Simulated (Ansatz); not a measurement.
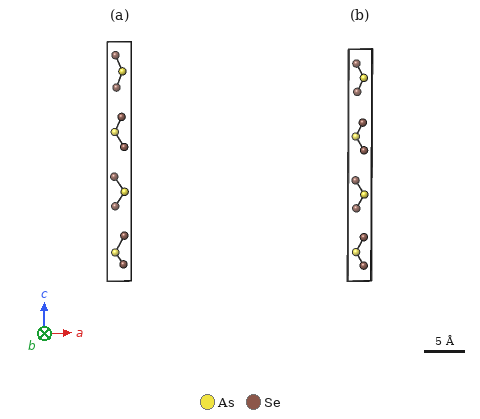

The structure of crystalline AsSe$_{2}$ (a generated structure, set up in P1) (coarse preliminary run) before (left) and after (right) a relaxation, at one scale.

The picture is a ball-and-stick view of the cell of the calculation, seen along the b axis.

Theory: Ansatz 0.2.0, DFT PBE, scalar-relativistic, plane waves, PAW.

Input
```yaml
crystal:
  lattice:
    - [3.5034529217, -0.0047196008, 0.0282948783]
    - [-1.755813755, 2.9660768914, -0.0037644618]
    - [0.2343400209, 0.0992955781, 30.2130905024]
  atoms:
    - { symbol: As, position: [0.3303132952, 0.6160888818, 0.1199609183] }
    - { symbol: As, position: [0.3116980635, 0.672333205, 0.623184937] }
    - { symbol: As, position: [0.7224356304, 0.3532318684, 0.3727652724] }
    - { symbol: As, position: [0.6283545881, 0.3658326831, 0.8758987378] }
    - { symbol: Se, position: [0.2850977992, 0.5967766725, 0.4367405177] }
    - { symbol: Se, position: [0.3374794891, 0.6362505982, 0.9440865082] }
    - { symbol: Se, position: [0.6730414394, 0.3614407282, 0.06994084] }
    - { symbol: Se, position: [0.7038716551, 0.3283455156, 0.5599585415] }
    - { symbol: Se, position: [0.7081784676, 0.371335564, 0.1896471134] }
    - { symbol: Se, position: [0.5924189533, 0.2920416829, 0.6859578762] }
    - { symbol: Se, position: [0.3269932171, 0.6798463207, 0.3129722387] }
    - { symbol: Se, position: [0.3801174019, 0.7264762795, 0.8088864986] }
basis:
  ecutwfc: 420
kpoints:
  mp_grid: { grid: [6, 6, 1] }
hamiltonian:
  xc: pbe
scf:
  occupations: { method: gaussian, width: 0.2 }
  lower_state_search: "off"
output:
  forces: true
  stress: true
  eigenvalues: true
relax:
  adjacent_minimum: "off"
  f_tol: 0.025
  max_steps: 60
  cell: { stress_tol: 0.25 }
```

Command:
```bash
ansatz run input.yaml --threads 1 --pin off --max-ram 2560MiB --backend cpu --events-out ev --progress --plain --runs-dir out
```

Question: Describe what moved and what it gained.

Answer: The run was cut off at its time limit before the relaxation converged, so the last structure is only a point on the way. After 2 geometry steps the energy has fallen by 1.158 eV per cell of the calculation. Largest force component: 2.3 eV/Å at the start, 0.39 eV/Å at the end. Pressure: −1.34 GPa at the start and 0.72 GPa at the end. Se6 moves most relative to the cell: 0.21 Å along [−2 3 −1]. By element the largest moves are Se 0.21 Å, As 0.18 Å. Cell: a 3.504 → 3.440 Å (−1.8 %), b 3.447 → 3.483 Å (+1.1 %), c 30.214 → 29.272 Å (−3.1 %), α 90.1° → 89.3°, γ 120.7° → 119.4°. Volume −2.6 %. Near-neighbour distances that change, for instance: As4–Se12 3.013 → 2.733 Å, As4–Se6 3.012 → 2.754 Å, As1–Se9 3.083 → 2.847 Å, As4–Se6 (another image) 2.991 → 2.764 Å. Among the angles between lasting bonds that change: Se6–As4–Se12 98.4° → 86.8°, Se7–As1–Se7 91.8° → 82.4°, As1–Se7–As1 91.8° → 82.4°. The space group stays P1 (No. 1).

Limits of the set-up: layers or molecules are held without a dispersion correction, so their spacing is unreliable.
